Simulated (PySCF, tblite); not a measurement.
# C₆H₁₅N+ (doublet): geometry, infrared bands and EPR parameters

Wanted: the infrared bands and EPR parameters of C₆H₁₅N+ (doublet) (`CC[C@@H](C)[C@H](C)[NH2+]`), by calculation.

Programs: tblite 0.8.0 and PySCF 2.14.0, with density-fitted response routines of our own. Each step states its level of theory. These are calculated values for one molecule in the gas phase, unless marked as measured. Atoms are numbered from 0 throughout.

## 1. The molecule as given

22 atoms, charge 1, multiplicity 2; geometry from: force field or distance geometry start.

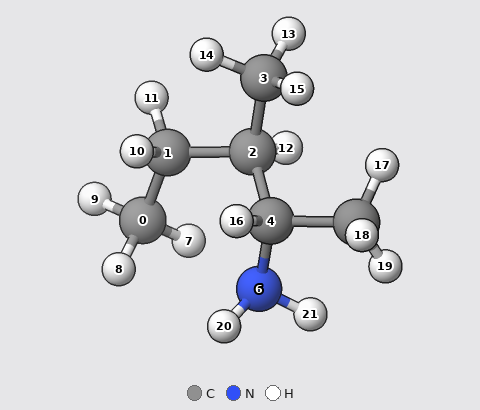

As it starts; carbon grey, nitrogen blue, hydrogen white, atoms numbered.

## 2. Geometry optimisation with GFN2-xTB

What the job is given:

```
{"job": {"kind": "relax", "xc": "GFN2-xTB", "basis": "xTB"}, "charge": 1, "multiplicity": 2}
C     -1.802600    -1.455500    -0.090500
C     -1.580300     0.006800     0.126500
C     -0.261200     0.522900    -0.417300
C     -0.259100     2.023000    -0.078100
C      0.865000    -0.166900     0.309300
C      2.219300     0.322200    -0.219800
N      0.826000    -1.572800    -0.036500
H     -1.321000    -1.810800    -1.015400
H     -1.532900    -2.120100     0.747700
H     -2.925400    -1.581800    -0.243600
H     -1.575200     0.243200     1.213800
H     -2.417100     0.609100    -0.293600
H     -0.236700     0.398800    -1.497400
H     -0.527800     2.586000    -0.984300
H     -1.064500     2.254800     0.681900
H      0.690200     2.341400     0.394900
H      0.809900     0.013400     1.390600
H      2.095400     1.272800    -0.766800
H      2.877600     0.545900     0.657900
H      2.666300    -0.451800    -0.855000
H      0.856200    -2.114900     0.861700
H      1.587400    -1.846400    -0.688800
```

Run with:

```
$ OMP_NUM_THREADS=1 python probes_run.py task.json out
```

One launch serves the whole session: the jobs run in the order shown.

Standard output:

```text
step      E/eV     max force
  0    -623.45911    2.382
  1    -623.77009    0.999
  2    -623.89537    0.813
  3    -623.96351    0.753
  4    -624.04619    0.692
  5    -624.08613    0.549
  6    -624.11349    0.351
  7    -624.12683    0.301
  8    -624.13864    0.263
  9    -624.14906    0.242
 10    -624.15802    0.277
 11    -624.16584    0.239
 12    -624.17287    0.211
 13    -624.17987    0.224
 14    -624.18592    0.162
 15    -624.18983    0.157
 16    -624.19268    0.170
 17    -624.19528    0.129
 18    -624.19739    0.091
 19    -624.19922    0.095
 20    -624.20105    0.130
 21    -624.20309    0.130
 22    -624.20526    0.104
 23    -624.20724    0.103
 24    -624.20906    0.122
 25    -624.21110    0.162
 26    -624.21319    0.134
 27    -624.21543    0.112
 28    -624.21756    0.103
 29    -624.21980    0.156
 30    -624.22247    0.173
 31    -624.22605    0.160
 32    -624.23017    0.163
 33    -624.23545    0.182
 34    -624.24321    0.297
 35    -624.25476    0.364
 36    -624.26944    0.297
 37    -624.28566    0.330
 38    -624.28839    0.434
 39    -624.30888    0.273
 40    -624.31794    0.228
 41    -624.33321    0.180
 42    -624.33896    0.283
 43    -624.34728    0.206
 44    -624.35220    0.168
 45    -624.35671    0.157
 46    -624.36091    0.155
 47    -624.36562    0.201
 48    -624.37053    0.181
 49    -624.37577    0.148
 50    -624.38013    0.158
 51    -624.38388    0.142
 52    -624.38784    0.169
 53    -624.39211    0.147
 54    -624.39553    0.110
 55    -624.39817    0.090
 56    -624.40033    0.095
 57    -624.40228    0.130
 58    -624.40393    0.089
 59    -624.40546    0.125
 60    -624.40681    0.104
 61    -624.40820    0.073
 62    -624.40905    0.110
 63    -624.40987    0.072
 64    -624.41050    0.070
 65    -624.41114    0.067
 66    -624.41184    0.061
 67    -624.41236    0.077
 68    -624.41293    0.061
 69    -624.41341    0.046
 70    -624.41377    0.036
 71    -624.41405    0.040
 72    -624.41433    0.040
 73    -624.41464    0.039
 74    -624.41495    0.045
 75    -624.41524    0.043
 76    -624.41550    0.036
 77    -624.41575    0.033
 78    -624.41599    0.032
 79    -624.41621    0.036
 80    -624.41644    0.032
 81    -624.41664    0.033
 82    -624.41681    0.027
 83    -624.41696    0.026
 84    -624.41711    0.029
 85    -624.41728    0.031
 86    -624.41744    0.027
 87    -624.41757    0.022
 88    -624.41768    0.022
 89    -624.41778    0.021
 90    -624.41789    0.026
 91    -624.41802    0.022
 92    -624.41818    0.033
 93    -624.41841    0.043
 94    -624.41870    0.046
 95    -624.41900    0.035
 96    -624.41929    0.037
 97    -624.41960    0.039
 98    -624.41994    0.047
 99    -624.42024    0.036
100    -624.42045    0.023
101    -624.42058    0.025
102    -624.42072    0.029
103    -624.42088    0.035
104    -624.42105    0.026
105    -624.42119    0.030
106    -624.42133    0.032
107    -624.42152    0.033
108    -624.42179    0.045
109    -624.42215    0.046
110    -624.42253    0.039
111    -624.42282    0.037
112    -624.42302    0.026
113    -624.42314    0.026
114    -624.42326    0.022
115    -624.42338    0.025
116    -624.42357    0.031
117    -624.42376    0.034
118    -624.42400    0.036
119    -624.42421    0.042
120    -624.42440    0.037
121    -624.42457    0.031
122    -624.42482    0.035
123    -624.42512    0.040
124    -624.42541    0.049
125    -624.42568    0.038
126    -624.42600    0.045
127    -624.42623    0.070
128    -624.42674    0.056
129    -624.42777    0.048
130    -624.42886    0.075
131    -624.42963    0.077
132    -624.42998    0.155
133    -624.43200    0.080
134    -624.43386    0.077
135    -624.43566    0.267
136    -624.43756    0.107
137    -624.43908    0.089
138    -624.44110    0.185
139    -624.44227    0.079
140    -624.44288    0.207
141    -624.44404    0.090
142    -624.44473    0.100
143    -624.44557    0.068
144    -624.44655    0.055
145    -624.44691    0.051
146    -624.44719    0.053
147    -624.44750    0.045
148    -624.44781    0.037
149    -624.44804    0.030
150    -624.44818    0.032
151    -624.44829    0.021
152    -624.44841    0.019
153    -624.44853    0.025
154    -624.44862    0.022
155    -624.44870    0.021
156    -624.44877    0.019
157    -624.44884    0.022
158    -624.44891    0.023
159    -624.44896    0.019
160    -624.44902    0.020
161    -624.44909    0.020
162    -624.44917    0.018
163    -624.44925    0.021
164    -624.44932    0.026
165    -624.44940    0.033
166    -624.44947    0.029
167    -624.44952    0.023
168    -624.44956    0.020
169    -624.44958    0.011
170    -624.44960    0.010
171    -624.44962    0.013
172    -624.44964    0.016
173    -624.44967    0.015
174    -624.44970    0.013
175    -624.44973    0.012
176    -624.44975    0.012
177    -624.44978    0.012
178    -624.44980    0.010
179    -624.44982    0.008
```

Wall time 1.2 s (1 thread of Arm Neoverse V1, shared host); peak memory 0.18 GiB.

The steps of the relaxation: (not every step is listed)

| step | energy from step 0 (eV) | largest force (eV/Å) |
| --- | --- | --- |
| 0 | 0.0000 | 2.3820 |
| 1 | -0.3110 | 0.9987 |
| 2 | -0.4363 | 0.8132 |
| 3 | -0.5044 | 0.7529 |
| 4 | -0.5871 | 0.6919 |
| 5 | -0.6270 | 0.5492 |
| 6 | -0.6544 | 0.3505 |
| 7 | -0.6677 | 0.3012 |
| 8 | -0.6795 | 0.2630 |
| 24 | -0.7500 | 0.1218 |
| 40 | -0.8588 | 0.2282 |
| 56 | -0.9412 | 0.0947 |
| 72 | -0.9552 | 0.0398 |
| 88 | -0.9586 | 0.0215 |
| 104 | -0.9619 | 0.0262 |
| 120 | -0.9653 | 0.0373 |
| 136 | -0.9784 | 0.1071 |
| 152 | -0.9893 | 0.0193 |
| 168 | -0.9905 | 0.0199 |
| 174 | -0.9906 | 0.0130 |
| 175 | -0.9906 | 0.0115 |
| 176 | -0.9906 | 0.0121 |
| 177 | -0.9907 | 0.0117 |
| 178 | -0.9907 | 0.0104 |
| 179 | -0.9907 | 0.0078 |

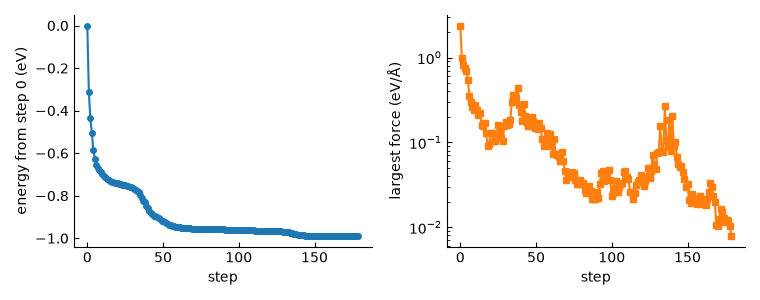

Energy and force, step by step.

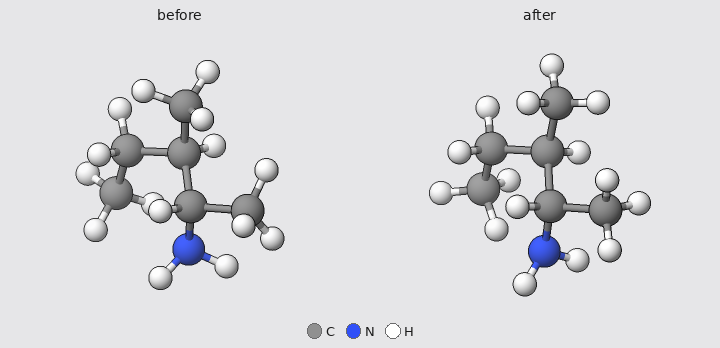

The geometry before (left) and after (right).

Close pairs (by a distance rule), those that changed most:

```csv
bond,before (Å),after (Å),change (Å)
C2–C4,1.507,1.567,+0.060
C0–H9,1.140,1.087,-0.053
C3–H14,1.131,1.087,-0.044
N6–H20,1.050,1.011,-0.038
C5–H18,1.120,1.088,-0.032
C4–N6,1.448,1.423,-0.026
N6–H21,1.039,1.014,-0.025
C3–H15,1.107,1.086,-0.022
```

The next job starts from the end point, and lists it.

## 3. Infrared spectrum with GFN2-xTB

What the job is given:

```
{"job": {"kind": "ir", "xc": "GFN2-xTB", "basis": "xTB"}, "charge": 1, "multiplicity": 2}
C     -1.856327    -1.455670    -0.247084
C     -1.628401    -0.010888     0.089917
C     -0.277170     0.527083    -0.405658
C     -0.211035     2.039698    -0.274704
C      0.840099    -0.167541     0.445761
C      2.218571     0.379384     0.021646
N      0.817598    -1.577900     0.259707
H     -1.974133    -1.615323    -1.316890
H     -0.944862    -2.018198     0.060645
H     -2.694018    -1.883561     0.298200
H     -1.737134     0.166462     1.161734
H     -2.400547     0.584531    -0.410281
H     -0.131458     0.242015    -1.451722
H     -1.039656     2.494712    -0.812317
H     -0.273961     2.346073     0.766427
H      0.697368     2.444525    -0.710358
H      0.660428     0.054083     1.501336
H      2.306180     1.416364     0.329393
H      3.000105    -0.194395     0.514635
H      2.356568     0.312399    -1.054606
H      1.059644    -2.158937     1.051390
H      1.201731    -1.905534    -0.619587
```

Standard output:

```text
mode    cm-1     km/mol
  1      76.8      1.41
  2     150.6      3.31
  3     189.3      0.26
  4     213.6      1.92
  5     250.5      0.49
  6     276.3     21.31
  7     334.6      3.21
  8     373.2      4.53
  9     376.9      4.79
 10     404.0      4.95
 11     447.1     10.35
 12     476.2     27.19
 13     520.8      1.99
 14     727.7     10.63
 15     763.1     12.83
 16     832.4     29.83
 17     870.4      6.80
 18     936.3     73.04
 19     949.7      1.91
 20     976.4     11.63
 21     986.8      3.14
 22    1000.6      0.38
 23    1029.9     43.11
 24    1078.1     20.50
 25    1102.6     28.50
 26    1113.1     14.17
 27    1134.0     15.98
 28    1167.2      3.17
 29    1182.0     21.30
 30    1225.7      3.09
 31    1244.4     24.53
 32    1270.5      4.59
 33    1293.9      6.40
 34    1309.8      9.26
 35    1335.7     33.53
 36    1371.2     28.86
 37    1381.0      3.85
 38    1406.3     34.64
 39    1416.9     62.76
 40    1431.0      3.34
 41    1448.1     55.62
 42    1454.1     28.59
 43    1459.1      1.04
 44    1468.7      6.20
 45    1491.6     21.20
 46    2686.9    267.44
 47    2919.6     23.66
 48    2951.9      7.28
 49    2964.5     16.97
 50    2989.8     14.53
 51    3032.1     20.60
 52    3040.5      2.03
 53    3043.9      4.06
 54    3046.5      4.45
 55    3049.2      5.64
 56    3052.5     16.03
 57    3064.5      3.17
 58    3065.0      9.63
 59    3384.4     87.94
 60    3438.3     48.61
```

It took 0.76 s on 1 thread of Arm Neoverse V1, shared host; peak memory 0.18 GiB.

Which atoms move in the most intense modes:

```
cm⁻¹  km/mol                                  atoms
 936    73.0                      H17 19 %, C1 10 %
1030    43.1            C4 16 %, H13 15 %, H12 10 %
1406    34.6   H10 29 %, H11 23 %, H8 15 %, H7 11 %
1417    62.8  H13 26 %, H14 23 %, H15 22 %, C3 16 %
1448    55.6                     H21 40 %, H20 37 %
2687   267.4                                H8 94 %
3384    87.9                     H21 73 %, H20 23 %
3438    48.6                     H20 71 %, H21 21 %
```

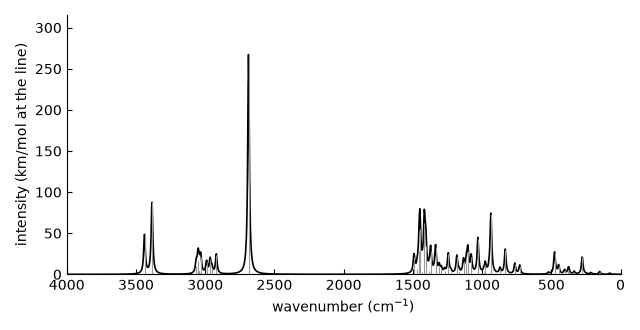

The infrared spectrum from these modes, unscaled. Lines are broadened to a width of 14 cm⁻¹ (Lorentzian).

## 4. EPR parameters: B3LYP/pcH-1

Same as in step 3 but for these lines:

```diff
@@ -1,2 +1,2 @@
-{"job": {"kind": "ir", "xc": "GFN2-xTB", "basis": "xTB"}, "charge": 1, "multiplicity": 2}
+{"job": {"kind": "epr", "basis": "pcH-1"}, "charge": 1, "multiplicity": 2}
 C     -1.856327    -1.455670    -0.247084
```

Level: UKS B3LYP, pcH-1 on C H N, non-relativistic, mean-field spin-orbit, GIAO.

Standard output:

```text
UKS, coarse grid
  cycle   1  E = -292.08309738  |g| = 3.60e-01
  cycle   2  E = -292.00050253  |g| = 5.41e-01
  cycle   3  E = -292.14713726  |g| = 1.22e-01
  cycle   4  E = -292.15284837  |g| = 3.30e-02
  cycle   5  E = -292.15335448  |g| = 9.96e-03
  cycle   6  E = -292.15339617  |g| = 4.57e-03
  cycle   7  E = -292.15340796  |g| = 1.79e-03
  cycle   8  E = -292.15341073  |g| = 6.22e-04
UKS, final grid
  cycle   1  E = -292.15330062  |g| = 8.12e-04
  cycle   2  E = -292.15330006  |g| = 1.39e-03
  cycle   3  E = -292.15330094  |g| = 1.43e-04
  cycle   4  E = -292.15330095  |g| = 5.28e-05
  cycle   5  E = -292.15330095  |g| = 2.22e-05
E = -292.15330095 Eh   <S^2> = 0.7543 (exact 0.7500)
g shifts (ppm)      1          2          3
  rmc          -223       -223       -223
  gc              4         58         42
  oz_so         124       1296       2454
  total         -95       1132       2273
hyperfine (MHz)  atom isotope    a_iso     a_fc   dipolar eigenvalues
    0   13C      19.53      19.53    -17.70    -16.96     34.66
    1   13C      -4.78      -4.78     -4.99     -4.00      8.99
    2   13C       3.84       3.84    -10.66     -9.23     19.89
    3   13C      -1.35      -1.35     -1.00     -0.41      1.40
    4   13C     -16.80     -16.80    -10.07     -6.58     16.66
    5   13C      52.89      52.89    -10.74    -10.57     21.31
    6   14N      67.39      67.39    -30.24    -30.16     60.41
    7    1H       7.57       7.57     -7.62     -1.09      8.71
    8    1H     148.39     148.39    -24.77    -14.48     39.24
    9    1H      38.32      38.32     -8.12     -2.59     10.71
   10    1H       3.77       3.77     -2.84     -1.75      4.58
   11    1H     108.94     108.94     -3.48     -3.08      6.57
   12    1H      -5.64      -5.64     -4.04     -1.93      5.97
   13    1H      15.72      15.72     -1.55     -0.55      2.10
   14    1H       0.11       0.11     -1.66     -0.97      2.63
   15    1H       4.29       4.29     -1.93     -0.90      2.83
   16    1H      -1.92      -1.92     -4.51     -3.41      7.92
   17    1H      32.17      32.17     -5.45     -1.55      7.00
   18    1H      -5.88      -5.88     -6.78     -0.65      7.43
   19    1H      -6.46      -6.46     -5.65     -2.40      8.04
   20    1H     -28.53     -28.53    -34.39     -9.29     43.68
   21    1H     -32.84     -32.84    -33.17     -9.71     42.88
```

Run time: 2 min. Hardware: 1 thread of Arm Neoverse V1, shared host; peak memory 0.97 GiB.

Principal g values 2.00222, 2.00345, 2.00459; g(iso) = 2.00342, against 2.00232 for a free electron.

Hyperfine couplings; where a row names several nuclei, a(iso) is their mean (it holds for fast rotation or exchange) and the dipolar term the largest among them:

| nuclei | isotope | a(iso) (MHz) | a(iso) (G, at g = 2.0023) | largest dipolar term (MHz) |
| --- | --- | --- | --- | --- |
| H11 | 1H | 108.9 | 38.9 | 6.6 |
| N6 | 14N | 67.4 | 24.0 | 60.4 |
| H7, H8, H9 | 1H | 64.8 | 23.1 | 39.2 |
| C5 | 13C | 52.9 | 18.9 | 21.3 |
| H20, H21 | 1H | -30.7 | -10.9 | 43.7 |
| C0 | 13C | 19.5 | 7.0 | 34.7 |
| C4 | 13C | -16.8 | -6.0 | 16.7 |
| H13, H14, H15 | 1H | 6.7 | 2.4 | 2.8 |
| H17, H18, H19 | 1H | 6.6 | 2.4 | 8.0 |
| H12 | 1H | -5.6 | -2.0 | 6.0 |
| C1 | 13C | -4.8 | -1.7 | 9.0 |
| C2 | 13C | 3.8 | 1.4 | 19.9 |
| H10 | 1H | 3.8 | 1.3 | 4.6 |
| H16 | 1H | -1.9 | -0.7 | 7.9 |

Mulliken spin populations:

C0 0.14; C1 0.02; C2 0.08; C3 0.00; C4 0.00; C5 0.09; N6 0.61; H7 0.00; H8 0.02; H9 0.01; H10 0.00; H11 0.04; H12 0.00; H13 0.01; H14 0.00; H15 0.00; H16 0.00; H17 0.01; H18 0.00; H19 0.00; H20 -0.01; H21 -0.02

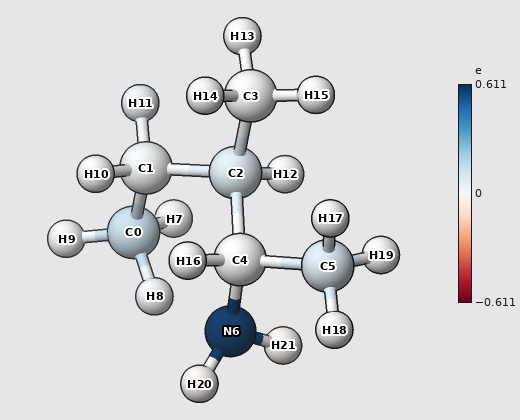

Mulliken spin populations, as colours on the atoms.

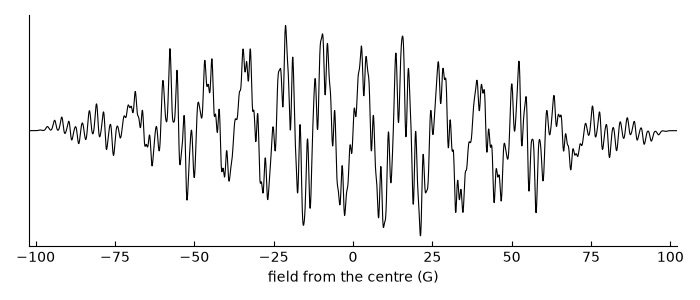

First-order isotropic spectrum (first derivative, main isotopes with spin only, couplings over 0.8 MHz, Gaussian width 0.5 G; couplings of the frozen geometry, rotation of groups not averaged beyond the rows shown).

The fields below are evaluated on a grid from the run's orbitals.

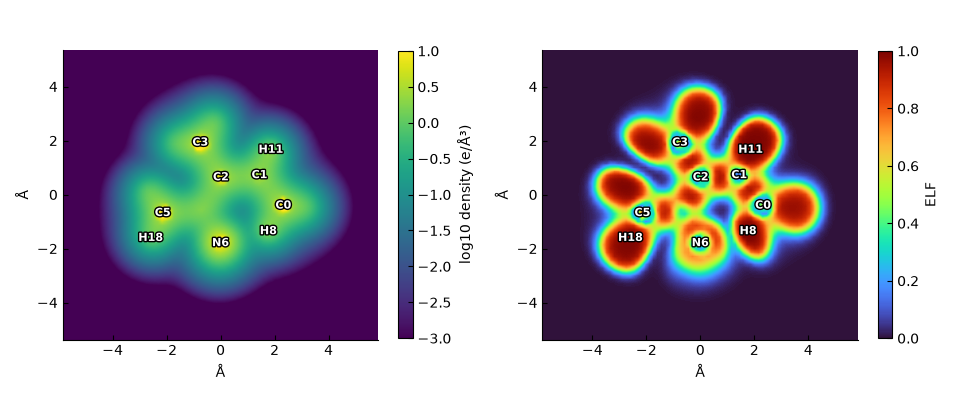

Density (left) and ELF (right) in a plane through or near 9 of the atoms.

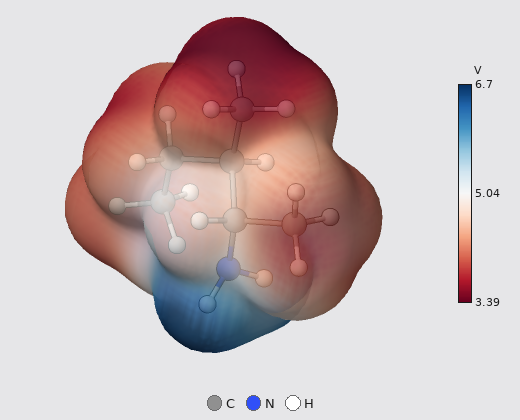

Electrostatic potential on the surface of density 0.002 e/bohr³; red is low, blue high. It runs from 3.39 to 6.70 V.

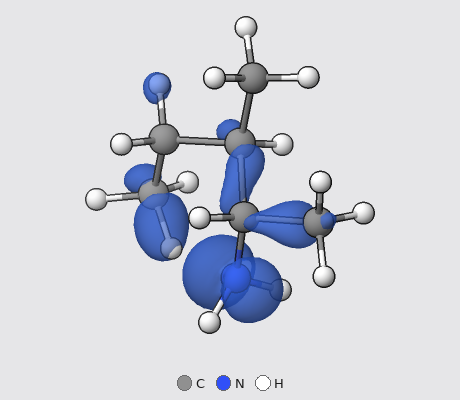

Spin density at ±0.06 e/Å³ (alpha excess blue, beta excess red).

## 5. Results

| quantity | value |
| --- | --- |
| strongest single infrared mode (GFN2-xTB) | 2687 cm⁻¹, 267 km/mol |
| zero-point energy (GFN2-xTB) | 125.3 kcal/mol |
| g(iso) (B3LYP) | 2.00342 |
| ⟨S²⟩ | 0.754 (exact 0.75) |
| largest a(iso) (averaged by class) | 1H on H11, 108.9 MHz |

**Reading.** Relaxing lowered the energy by 0.991 eV in 179 steps; the close pair that moved most is C2–C4, from 1.507 to 1.567 Å. No mode is imaginary among the 60: a minimum at this level. The strongest single mode, at 2687 cm⁻¹, moves mainly H8. GFN2-xTB is a fitted tight-binding method: band positions and strengths are rough. Its intensities can rank the bands wrongly. Most of the unpaired spin sits on N6 (0.61 e). The isotropic g lies 1.1 ppt above the free-electron value.
